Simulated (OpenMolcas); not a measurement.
Multiconfigurational calculation, with input and output: B⁺

System: B⁺.
Method: state-averaged SS-CASPT2, IPEA shift 0.3, sigma1 shift 0.5 hartree, active space 2 electrons in the shells 2s 2p 3s 3p, basis ANO-R3, X2C scalar Hamiltonian, spin-orbit coupling by RASSI with atomic mean-field integrals (OpenMolcas).

Log (extracts):
```
--- CASPT2 ---
Orbital specifications:
      -----------------------

      Symmetry species                           1   2
                                                ag  au
      Frozen orbitals                            1   0
      Inactive orbitals                          0   0
      Active orbitals                            2   6
      Secondary orbitals                        11  13
      Deleted orbitals                           0   0
      Number of basis functions                 14  19
Type of calculation                        MS-CASPT2
      Fock operator                              state-specific
      IPEA shift                                 0.30
      Real shift                                 0.00
      Imaginary shift                            0.00
      Sigma^1 regularizer                        0.50
      The input orbitals will be transformed to quasi-canonical
Reference energy:         -24.3010700584
      E2 (Non-variational):      -0.0030219786
      Shift correction:          -0.0000172153
      E2 (Variational):          -0.0030391939
      Total energy:             -24.3041092523
      Residual norm:              0.0000004311
      Reference weight:           0.99910
      Contributions to the CASPT2 correlation energy
      Active & Virtual Only:         -0.0030219786
      One Inactive Excited:           0.0000000000
      Two Inactive Excited:           0.0000000000
Reference energy:         -23.7913504732
      E2 (Non-variational):      -0.0289951495
      Shift correction:          -0.0036982346
      E2 (Variational):          -0.0326933842
      Total energy:             -23.8240438574
      Residual norm:              0.0000004678
      Reference weight:           0.97898
      Contributions to the CASPT2 correlation energy
      Active & Virtual Only:         -0.0289951495
      One Inactive Excited:           0.0000000000
      Two Inactive Excited:           0.0000000000
::    CASPT2 Root  1     Total energy:    -24.30410925
::    CASPT2 Root  2     Total energy:    -23.82404386
::    CASPT2 Root  3     Total energy:    -23.82404623
::    CASPT2 Root  4     Total energy:    -23.82404571
::    CASPT2 Root  5     Total energy:    -23.82404400
::    CASPT2 Root  6     Total energy:    -23.82404680
::    MS-CASPT2 Root  1     Total energy:    -24.30410925
::    MS-CASPT2 Root  2     Total energy:    -23.82404719
::    MS-CASPT2 Root  3     Total energy:    -23.82404645
::    MS-CASPT2 Root  4     Total energy:    -23.82404537
::    MS-CASPT2 Root  5     Total energy:    -23.82404389
::    MS-CASPT2 Root  6     Total energy:    -23.82404369
--- CASPT2 ---
Orbital specifications:
      -----------------------

      Symmetry species                           1   2
                                                ag  au
      Frozen orbitals                            1   0
      Inactive orbitals                          0   0
      Active orbitals                            2   6
      Secondary orbitals                        11  13
      Deleted orbitals                           0   0
      Number of basis functions                 14  19
Type of calculation                        MS-CASPT2
      Fock operator                              state-specific
      IPEA shift                                 0.30
      Real shift                                 0.00
      Imaginary shift                            0.00
      Sigma^1 regularizer                        0.50
      The input orbitals will be transformed to quasi-canonical
Reference energy:         -23.8433769305
      E2 (Non-variational):      -0.0051784960
      Shift correction:          -0.0001362998
      E2 (Variational):          -0.0053147959
      Total energy:             -23.8486917264
      Residual norm:              0.0000002571
      Reference weight:           0.99774
      Contributions to the CASPT2 correlation energy
      Active & Virtual Only:         -0.0051784960
      One Inactive Excited:           0.0000000000
      Two Inactive Excited:           0.0000000000
Reference energy:         -23.8433769305
      E2 (Non-variational):      -0.0051784661
      Shift correction:          -0.0001362687
      E2 (Variational):          -0.0053147347
      Total energy:             -23.8486916652
      Residual norm:              0.0000002573
      Reference weight:           0.99774
      Contributions to the CASPT2 correlation energy
      Active & Virtual Only:         -0.0051784661
      One Inactive Excited:           0.0000000000
      Two Inactive Excited:           0.0000000000
::    CASPT2 Root  1     Total energy:    -23.84869173
::    CASPT2 Root  2     Total energy:    -23.84869167
::    CASPT2 Root  3     Total energy:    -23.84869173
::    MS-CASPT2 Root  1     Total energy:    -23.84869173
::    MS-CASPT2 Root  2     Total energy:    -23.84869173
::    MS-CASPT2 Root  3     Total energy:    -23.84869167
--- CASPT2 ---
Orbital specifications:
      -----------------------

      Symmetry species                           1   2
                                                ag  au
      Frozen orbitals                            1   0
      Inactive orbitals                          0   0
      Active orbitals                            2   6
      Secondary orbitals                        11  13
      Deleted orbitals                           0   0
      Number of basis functions                 14  19
Type of calculation                        MS-CASPT2
      Fock operator                              state-specific
      IPEA shift                                 0.30
      Real shift                                 0.00
      Imaginary shift                            0.00
      Sigma^1 regularizer                        0.50
      The input orbitals will be transformed to quasi-canonical
Reference energy:         -23.9265615504
      E2 (Non-variational):      -0.0307700224
      Shift correction:          -0.0017528942
      E2 (Variational):          -0.0325229166
      Total energy:             -23.9590844671
      Residual norm:              0.0000002682
      Reference weight:           0.98253
      Contributions to the CASPT2 correlation energy
      Active & Virtual Only:         -0.0307700224
      One Inactive Excited:           0.0000000000
      Two Inactive Excited:           0.0000000000
Reference energy:         -23.9265615504
      E2 (Non-variational):      -0.0307700203
      Shift correction:          -0.0017528933
      E2 (Variational):          -0.0325229136
      Total energy:             -23.9590844641
      Residual norm:              0.0000002682
      Reference weight:           0.98253
      Contributions to the CASPT2 correlation energy
      Active & Virtual Only:         -0.0307700203
      One Inactive Excited:           0.0000000000
      Two Inactive Excited:           0.0000000000
::    CASPT2 Root  1     Total energy:    -23.95908447
::    CASPT2 Root  2     Total energy:    -23.95908446
::    CASPT2 Root  3     Total energy:    -23.95908447
::    MS-CASPT2 Root  1     Total energy:    -23.95908447
::    MS-CASPT2 Root  2     Total energy:    -23.95908447
::    MS-CASPT2 Root  3     Total energy:    -23.95908446
--- CASPT2 ---
Orbital specifications:
      -----------------------

      Symmetry species                           1   2
                                                ag  au
      Frozen orbitals                            1   0
      Inactive orbitals                          0   0
      Active orbitals                            2   6
      Secondary orbitals                        11  13
      Deleted orbitals                           0   0
      Number of basis functions                 14  19
Type of calculation                        MS-CASPT2
      Fock operator                              state-specific
      IPEA shift                                 0.30
      Real shift                                 0.00
      Imaginary shift                            0.00
      Sigma^1 regularizer                        0.50
      The input orbitals will be transformed to quasi-canonical
Reference energy:         -24.1217367088
      E2 (Non-variational):      -0.0084320561
      Shift correction:          -0.0006548663
      E2 (Variational):          -0.0090869224
      Total energy:             -24.1308236312
      Residual norm:              0.0000007093
      Reference weight:           0.99493
      Contributions to the CASPT2 correlation energy
      Active & Virtual Only:         -0.0084320561
      One Inactive Excited:           0.0000000000
      Two Inactive Excited:           0.0000000000
Reference energy:         -24.1217367088
      E2 (Non-variational):      -0.0084320566
      Shift correction:          -0.0006548666
      E2 (Variational):          -0.0090869232
      Total energy:             -24.1308236321
      Residual norm:              0.0000007093
      Reference weight:           0.99493
      Contributions to the CASPT2 correlation energy
      Active & Virtual Only:         -0.0084320566
      One Inactive Excited:           0.0000000000
      Two Inactive Excited:           0.0000000000
::    CASPT2 Root  1     Total energy:    -24.13082363
::    CASPT2 Root  2     Total energy:    -24.13082363
::    CASPT2 Root  3     Total energy:    -24.13082363
::    MS-CASPT2 Root  1     Total energy:    -24.13082363
::    MS-CASPT2 Root  2     Total energy:    -24.13082363
::    MS-CASPT2 Root  3     Total energy:    -24.13082363
```

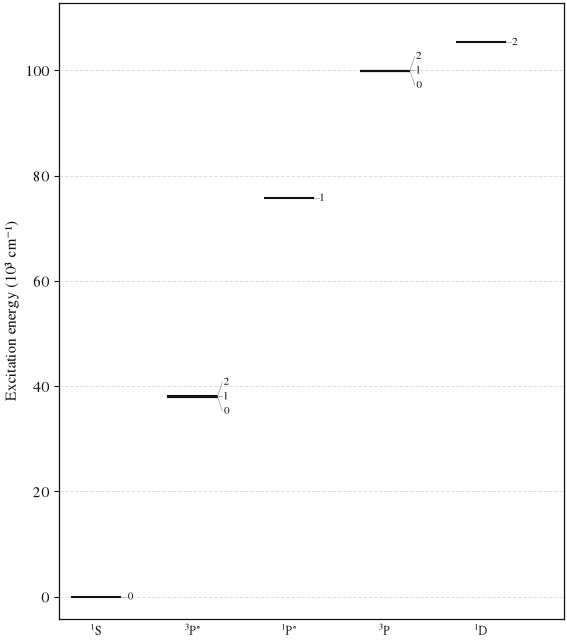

Level diagram of B⁺ (boron, Z = 5). The lowest level is 2s² ¹S₀. The first excited level, 2s 2p ³P°₀, lies at 38,000 cm⁻¹. It is also the lowest level of opposite parity. The leading LS term holds 100 % of a level on average.

| Configuration | Level | E (cm⁻¹) | LS purity (%) |
| --- | --- | --- | --- |
| 2s² | ¹S₀ | 0 | 100 |
| 2s 2p | ³P°₀ | 38,020 | 100 |
| 2s 2p | ³P°₁ | 38,020 | 100 |
| 2s 2p | ³P°₂ | 38,040 | 100 |
| 2s 2p | ¹P°₁ | 75,720 | 100 |
| 2p² | ³P₀ | 99,940 | 100 |
| 2p² | ³P₁ | 99,950 | 100 |
| 2p² | ³P₂ | 99,960 | 100 |
| 2p² | ¹D₂ | 105,400 | 100 |

The input:
```
&GATEWAY
Coord
1

B 0.0 0.0 0.0
Basis=ANO-R3
Group=XYZ
NoMove
AngMom=0.0 0.0 0.0
AMFI
&SEWARD
&RASSCF
FileOrb=start.orb
Symmetry=1
Spin=3
nActEl=2 0 0
Inactive=1 0
Ras2=1 3
CIRoot=3 3 1
SDav=3
CIMx=300
Iter=120 100
PrWF=0.3
OrbListing=Nothing
MaxOrb=0
Atom
>>> COPY $Project.JobIph JOBPRE
&RASSCF
FileOrb=start.orb
Symmetry=1
Spin=1
nActEl=2 0 0
Inactive=1 0
Ras2=2 6
CIRoot=6 6 1
SDav=24
CIMx=300
Iter=120 100
PrWF=0.3
OrbListing=Nothing
MaxOrb=0
Atom
>>> COPY $Project.JobIph JOB001
&RASSCF
FileOrb=start.orb
Symmetry=1
Spin=3
nActEl=2 0 0
Inactive=1 0
Ras2=2 6
CIRoot=15 15 1
SDav=16
CIMx=300
Iter=120 100
PrWF=0.3
OrbListing=Nothing
MaxOrb=0
Atom
CIOnly
>>> COPY $Project.JobIph JOB002
&RASSCF
FileOrb=start.orb
Symmetry=2
Spin=1
nActEl=2 0 0
Inactive=1 0
Ras2=2 6
CIRoot=3 3 1
SDav=12
CIMx=300
Iter=120 100
PrWF=0.3
OrbListing=Nothing
MaxOrb=0
Atom
>>> COPY $Project.JobIph JOB003
&RASSCF
FileOrb=start.orb
Symmetry=2
Spin=3
nActEl=2 0 0
Inactive=1 0
Ras2=2 6
CIRoot=12 12 1
SDav=12
CIMx=300
Iter=120 100
PrWF=0.3
OrbListing=Nothing
MaxOrb=0
Atom
CIOnly
>>> COPY $Project.JobIph JOB004
&RASSI
NrOfJobIphs=4 6 3 3 3
1 2 3 4 5 6
1 2 3
1 2 3
1 2 3
IphNames
JOB001
JOB002
JOB003
JOB004
EJob
SpinOrbit
DIPRint=1.0
SOCoupling=1000.0
Subsets=2
MEES
Property=10
'ANGMOM' 1 'ANGMOM' 2 'ANGMOM' 3 'MLTPL  1' 1 'MLTPL  1' 2 'MLTPL  1' 3
'AMFI' 1 'AMFI' 2 'AMFI' 3 'MLTPL  2' 6
SOProperty=3
'ANGMOM' 1 'ANGMOM' 2 'ANGMOM' 3
>>> COPY JOB001 $Project.JobIph
&CASPT2
Multistate=6 1 2 3 4 5 6
Frozen=1 0
IPEA=0.3
Sig1=0.5
MaxIter=60
WThr=0.0 0.3 0.05
PrWF=0.5
NoMix
>>> COPY JOB002 $Project.JobIph
&CASPT2
Multistate=3 1 2 3
Frozen=1 0
IPEA=0.3
Sig1=0.5
MaxIter=60
WThr=0.0 0.3 0.05
PrWF=0.5
NoMix
>>> COPY JOB003 $Project.JobIph
&CASPT2
Multistate=3 1 2 3
Frozen=1 0
IPEA=0.3
Sig1=0.5
MaxIter=60
WThr=0.0 0.3 0.05
PrWF=0.5
NoMix
>>> COPY JOB004 $Project.JobIph
&CASPT2
Multistate=3 1 2 3
Frozen=1 0
IPEA=0.3
Sig1=0.5
MaxIter=60
WThr=0.0 0.3 0.05
PrWF=0.5
NoMix
```

The file start.orb holds starting orbitals from an earlier step. A driver script formed the levels outside the program, from RASSI's spin-orbit matrix and the CASPT2 energies (for multi-state variants, the effective Hamiltonian), averaged over the components of each term or state. The log and the time are those of the CASPT2 step.

Launched with:
```bash
OMP_NUM_THREADS=1 MOLCAS_MEM=2252 MOLCAS_PROJECT=a pymolcas a.inp > a.log  # once for each step of the input, in one work folder
```

Results in brief:

| quantity | value |
| --- | --- |
| outcome | converged |
| lowest level | 2s² ¹S₀ |
| first excited level | 2s 2p ³P°₀, 38,016 cm⁻¹ (measured: 37,336) |
| energy of the lowest spin-free term | −24.30411 hartree |
| energy of the lowest spin-orbit level | −24.30411 hartree |
| CASPT2 correlation energy | −0.0030 hartree |
| largest spread among components of a term | 0.6 cm⁻¹ |
| lowest reference weight | 0.979 |
| hardware | 1 thread of Arm Neoverse N1, 98 GiB of memory available, shared host |
| wall time | 3.4 s |

Remarks:

The run is of multi-state type; this report uses its single-state energies. To bear in mind: extra active shells serve correlation only, their own levels not computed; only configurations of the active space are included.
